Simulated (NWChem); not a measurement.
# KLi (Lithium Potassium) at PBE/x2c-TZVPall (ZORA, esp resp)

Aim: the energy change on altering one bond length of KLi (Lithium Potassium) at PBE/x2c-TZVPall (ZORA, esp resp), from 2 runs. 

Program for the calculation: NWChem 7.3.0.

4 further runs of the same task are left out: 2 that didn't finish, 2 set aside as unsound or not needed.

## (1) Starting point

KLi has 2 atoms, charge 0, and is taken as a singlet. As SMILES, `[Li][K]`. The bond length is the measured one.

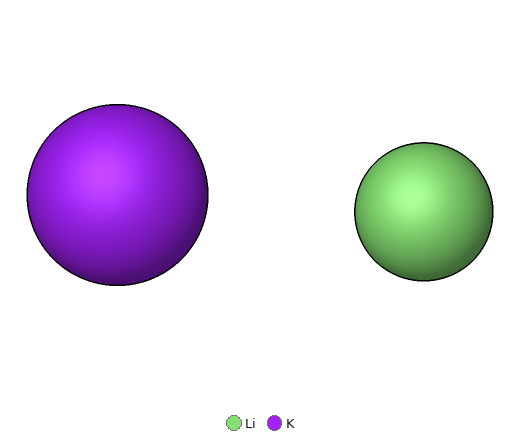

Viewed from a chosen angle; lithium green, potassium purple.

## (2) A single-point energy at PBE/x2c-TZVPall (ZORA, esp resp)

Contents of nw.nw:

```
start nw
title "KLi energy"
memory 2200 mb
charge 0
geometry units angstrom noautosym nocenter noautoz
  Li     0.000000     0.000000     0.000000
  K      0.000000     0.000000     3.270000
end
basis "ao basis" spherical bse
  * library x2c-TZVPall
end
relativistic
  zora on
end
dft
  xc xpbe96 cpbe96
  grid fine
  convergence energy 1e-08
  print medium
end
esp
  restrain
  recalculate
end
task dft energy
task esp
```

Launch:

```
$ nwchem nw.nw > nw.out
```

Log:

```text
[...]
          Wavefunction type:  closed shell.
          No. of atoms     :     2
          No. of electrons :    22
[...]
          Charge           :     0
          Spin multiplicity:     1
[...]
          AO basis - number of functions:    47
[...]
              XC Information
              --------------
          PerdewBurkeErnzerhof Exchange Functional  1.000
            Perdew 1991 LDA Correlation Functional  1.000 local
           PerdewBurkeErnz. Correlation Functional  1.000 non-local
[...]
 d= 0,ls=0.0,diis     1   -610.5396194728 -6.20D+02  1.71D-02  2.92D-01     1.1
[...]
 d= 0,ls=0.0,diis    11   -610.5475769230 -7.92D-11  8.27D-07  6.32D-11     2.8
[...]
         Total DFT energy =     -610.547576923024
      One electron energy =     -856.511146238342
           Coulomb energy =      271.987161422629
    Exchange-Corr. energy =      -35.247782686204
 Nuclear repulsion energy =        9.224190578894
       Scaling correction =        1.272510625460
[...]
 Dipole moment                                  0.343429    0.342296    0.342296
 Quadrupole moment Qxx                          0.000000    0.000000    0.000000
                   Qyy                          0.000000    0.000000    0.000000
                   Qzz                          0.000000    0.000000    0.000000
[...]
```

Wall time 3.6 s (1 thread of Intel Xeon 6975P-C (Granite Rapids), shared host); peak memory 0.11 GiB.

## (3) The distorted shape at the same level

Contents of nw.xyz:

```xyz
2

Li    -0.174234    -0.079482    -0.033059
K      0.207369    -0.118275     3.246391
```

Contents of nw.nw:

```
start nw
memory stack 880 mb heap 220 mb global 1100 mb

geometry units angstroms noautosym nocenter noautoz
  load nw.xyz
end

basis spherical bse
  * library x2c-TZVPall
end

relativistic
  zora on
end

dft
  xc xpbe96 cpbe96
  grid fine
  convergence energy 1e-08
  noprint "final vectors analysis"
end

esp
  restrain
  recalculate
end

task dft energy
task esp
```

Launch:

```
$ nwchem nw.nw > nw.out
```

Log:

```text
[...]
          Wavefunction type:  closed shell.
          No. of atoms     :     2
          No. of electrons :    22
[...]
          Charge           :     0
          Spin multiplicity:     1
[...]
          AO basis - number of functions:    47
[...]
              XC Information
              --------------
          PerdewBurkeErnzerhof Exchange Functional  1.000
            Perdew 1991 LDA Correlation Functional  1.000 local
           PerdewBurkeErnz. Correlation Functional  1.000 non-local
[...]
 d= 0,ls=0.0,diis     1   -610.5397402427 -6.20D+02  1.72D-02  2.92D-01     1.1
[...]
 d= 0,ls=0.0,diis    11   -610.5476873259 -3.23D-11  7.81D-07  3.66D-11     2.8
[...]
         Total DFT energy =     -610.547687325922
      One electron energy =     -856.330875566718
           Coulomb energy =      271.894699976030
    Exchange-Corr. energy =      -35.246848532965
 Nuclear repulsion energy =        9.135336797731
       Scaling correction =        1.272514210685
[...]
 Dipole moment                                  0.346201    0.345086    0.345086
 Quadrupole moment Qxx                         -0.000000   -0.000000   -0.000000
                   Qyy                         -0.000000   -0.000000   -0.000000
                   Qzz                          0.000000    0.000000    0.000000
[...]
```

It took 3.6 s on 1 thread of Intel Xeon 6975P-C (Granite Rapids), shared host; peak memory 0.11 GiB.

## (4) Results

At PBE/x2c-TZVPall (ZORA, esp resp):

| quantity | value |
| --- | --- |
| first shape: total energy | -610.54758 Eh |
| first shape: dipole moment | 2.72 D |
| first shape: HOMO energy | -2.85 eV |
| first shape: LUMO energy | -1.67 eV |
| first shape: HOMO–LUMO gap | 1.19 eV |
| distorted shape: total energy | -610.54769 Eh |
| distorted shape: dipole moment | 2.74 D |
| energy change with the Li1–K2 bond stretched from 3.270 to 3.302 Å | -0.003 eV |

**Reading.** With the Li1–K2 bond stretched from 3.270 to 3.302 Å the energy falls by 0.00 eV (0.1 kcal/mol). The first shape isn't relaxed at this level, so the change isn't measured from a minimum.
